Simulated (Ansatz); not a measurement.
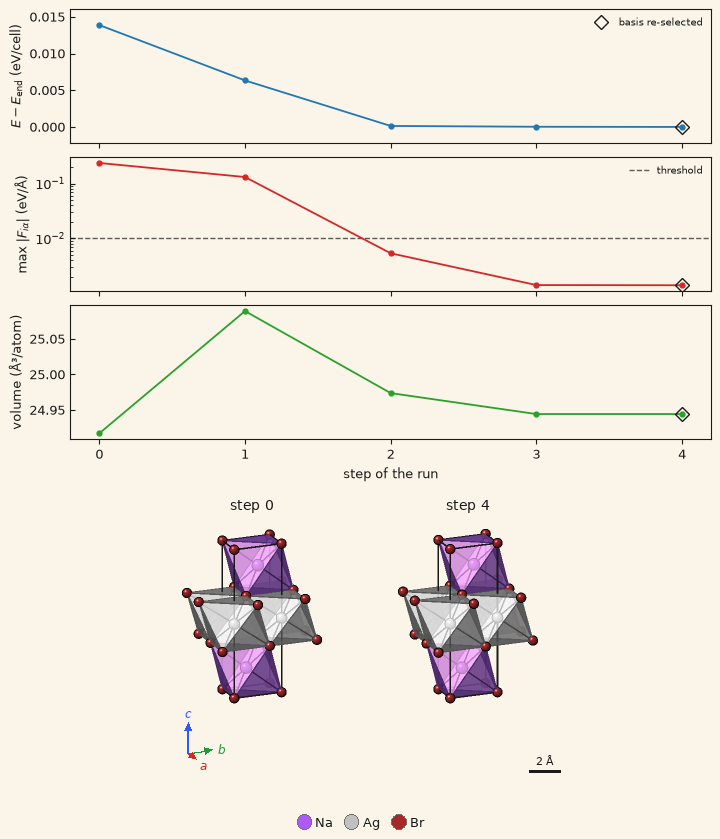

First and last geometry of a relaxation of a crystal of Na2AgBr3 (built on the Sn2GeTe3-164 type type), with the history of the run. A polyhedral model of the cell of the calculation, seen slightly off an axis.

All numbers below come from DFT, r2SCAN+rVV10, plane waves, PAW (Ansatz).

Input file:
```yaml
crystal:
  lattice:
    - [4.1582651877, 0.0, 0.0]
    - [-2.0791325939, 3.6011632882, 0.0]
    - [0.0, 0.0, 9.9837659156]
  atoms:
    - { symbol: Na, position: [0.3333333333, 0.6666666667, 0.8276807512] }
    - { symbol: Na, position: [0.6666666667, 0.3333333333, 0.1723192488] }
    - { symbol: Ag, position: [0.0, 0.0, 0.5] }
    - { symbol: Br, position: [0.3333333333, 0.6666666667, 0.3454807384] }
    - { symbol: Br, position: [0.6666666667, 0.3333333333, 0.6545192616] }
    - { symbol: Br, position: [0.0, 0.0, 0.0] }
kpoints:
  mp_grid: { grid: [6, 6, 2] }
hamiltonian:
  xc: r2scan
  dispersion: rvv10
scf:
  occupations: { method: fermi_dirac, width: 0.03 }
relax:
  f_tol: 0.01
  cell: {}
  max_steps: 120
output:
  write_density: true
  write_potential: true
  elf: true
  volumetric_format: npy
```

Launched with:
```bash
ansatz run input.yaml --threads 2 --pin off --max-ram 2211MiB --backend cpu --events-out ev --progress --plain --runs-dir out
```

> Read the history and describe the run.

It converged. The energy falls by 13.9 meV per cell of the calculation in 3 accepted moves (4 points after the start). Largest force component: 0.24 eV/Å at the start, 0.0014 eV/Å at the end. The pressure goes from 0.26 to −0.01 GPa. The SCF was repeated once at an unchanged geometry on a basis and grid sized afresh for the cell, which shifted the energy by less than 0.05 meV per cell of the calculation at most. The largest moves relative to the cell, 0.059 Å, are those of Br4 and Br5. Br5 goes along +c. Largest moves by element: Br 0.059 Å, Na 0.023 Å. Ag stays in place. Cell: a = b 4.158 → 4.152 Å (−0.2 %), c 9.984 → 10.025 Å (+0.4 %). Volume +0.1 %. Some distances before and after: Ag3–Br4 2.854 → 2.886 Å, Na1–Br5 2.958 → 2.939 Å, Na1–Br6 2.954 → 2.941 Å. The space group stays P-3m1 (No. 164).
